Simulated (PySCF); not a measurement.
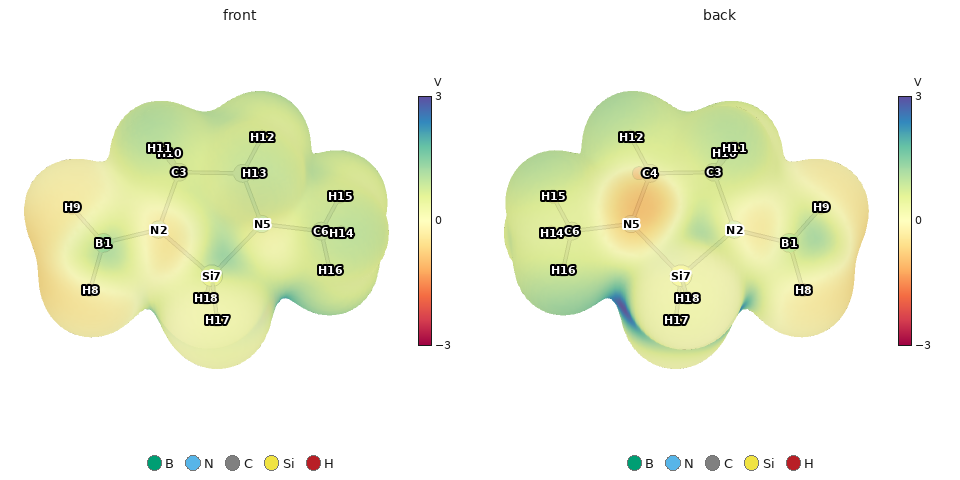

The picture shows: C3H11BN2Si. The molecular electrostatic potential painted on the density surface at 0.004 e/bohr³, seen from the front and from behind; red is negative and blue positive.

Geometry: GFN2-xTB.

Level of theory: CAM-B3LYP/def2-SVPD, SCF density, gas phase in PySCF 2.14.0.

```xyz
18

B     2.7232    0.0158   -0.7051
N     1.4115   -0.0029   -0.2541
C     0.8796    1.0104    0.6452
C    -0.6402    1.0381    0.4967
N    -1.0376   -0.3221    0.2122
C    -2.4473   -0.5787    0.1844
Si    0.1899   -1.2051   -0.5938
H     3.0814   -0.8618   -1.3923
H     3.4373    0.8970   -0.4028
H     1.1365    0.7426    1.6768
H     1.3200    1.9847    0.4248
H    -1.1191    1.3842    1.4199
H    -0.9415    1.7162   -0.3160
H    -2.9569    0.0075   -0.5906
H    -2.8986   -0.3286    1.1492
H    -2.6083   -1.6345   -0.0167
H     0.0648   -1.3754   -2.0465
H     0.3966   -2.4810    0.0970
```

Question: Where is the surface potential most negative and most positive?

Answer: The most negative region (about −0.9 V) lies over N5, the most positive (about +2.7 V) over Si7.

Question: How polar is the molecule by this calculation?

Answer: Its dipole moment is 2.26 D.
